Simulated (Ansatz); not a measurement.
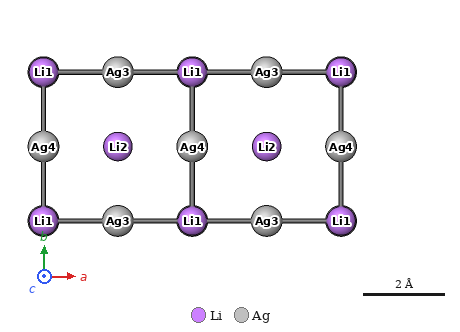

This is the input geometry for a relaxation of a crystal of Li₂Ag₃ (a generated structure, set up in Pm-3m) (coarse preliminary run). A ball-and-stick model of the cell of the calculation, repeated 2 × 1 × 1 with one cell outlined, seen along the c axis.

Method: DFT PBE, scalar-relativistic, plane waves, PAW in Ansatz.

Input file:
```yaml
crystal:
  lattice:
    - [3.67407511, 0.0, 0.0]
    - [0.0, 3.67407511, 0.0]
    - [0.0, 0.0, 3.67407511]
  atoms:
    - { symbol: Li, position: [0.0, 0.0, 0.0] }
    - { symbol: Li, position: [0.5, 0.5, 0.5] }
    - { symbol: Ag, position: [0.5, 0.0, 0.0] }
    - { symbol: Ag, position: [0.0, 0.5, 0.0] }
    - { symbol: Ag, position: [0.0, 0.0, 0.5] }
basis:
  ecutwfc: 420
kpoints:
  mp_grid: { grid: [6, 6, 6] }
hamiltonian:
  xc: pbe
scf:
  occupations: { method: gaussian, width: 0.1 }
  lower_state_search: "off"
output:
  forces: true
  stress: true
  eigenvalues: true
relax:
  adjacent_minimum: "off"
  f_tol: 0.04
  max_steps: 70
  cell: { stress_tol: 0.4 }
```

Run as
```bash
ansatz run input.yaml --threads 1 --pin off --max-ram 2048MiB --backend cpu --events-out ev --progress --plain --runs-dir out
```

> Predict the outcome.

The atoms keep their places relative to the cell (all moves are under 0.005 Å). The volume changes by +97.0 %, with a = b = c 3.674 → 4.606 Å (+25.4 %). Among the contacts that change: Ag3–Ag4 2.598 → 3.257 Å, Li2–Ag3 2.598 → 3.257 Å, Li1–Ag3 1.837 → 2.303 Å. The space group stays Pm-3m (No. 221). After 8 accepted moves (10 points after the start) the energy has fallen by 1831 meV per atom. All forces vanish by symmetry, so only the cell relaxes. Pressure: 120.70 GPa at the start and 0.16 GPa at the end. The SCF was repeated twice at an unchanged geometry on a basis and grid sized afresh for the cell, which shifted the energy by 75.4 meV per atom at most. Cost: 23 s on 1 thread of Intel(R) Xeon(R) Platinum 8375C CPU @ 2.90GHz (Ice Lake) (shared host), peak memory 0.45 GiB.

History of the run:

| step | E − E(0), meV/atom | pressure, GPa | volume, Å³/atom | note |
| --- | --- | --- | --- | --- |
| 0 | 0.00 | 120.70 | 9.919 |  |
| 1 | -860.29 | 66.30 | 11.442 |  |
| 2 | -1365.86 | 34.08 | 13.113 |  |
| 3 | -1629.29 | 13.05 | 14.970 |  |
| 4 | -1682.33 | -4.14 | 17.014 |  |
| 5 | -1689.27 | 0.20 | 16.472 |  |
| 6 | -1764.65 | 8.10 | 16.472 | same geometry, new basis |
| 7 | -1803.34 | 4.62 | 17.471 |  |
| 8 | -1828.98 | 1.11 | 19.001 |  |
| 9 | -1830.94 | 0.17 | 19.539 |  |
| 10 | -1831.46 | 0.16 | 19.539 | same geometry, new basis |

Final geometry:

```
Li Ag
1.0
     4.60568    0.00000    0.00000
     0.00000    4.60568    0.00000
     0.00000    0.00000    4.60568
Li Ag
2 3
Direct
  0.00000 0.00000 0.00000
  0.50000 0.50000 0.50000
  0.50000 0.00000 0.00000
  0.00000 0.50000 0.00000
  0.00000 0.00000 0.50000
```

The end point in the same view:

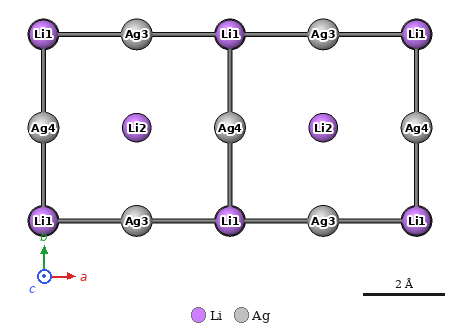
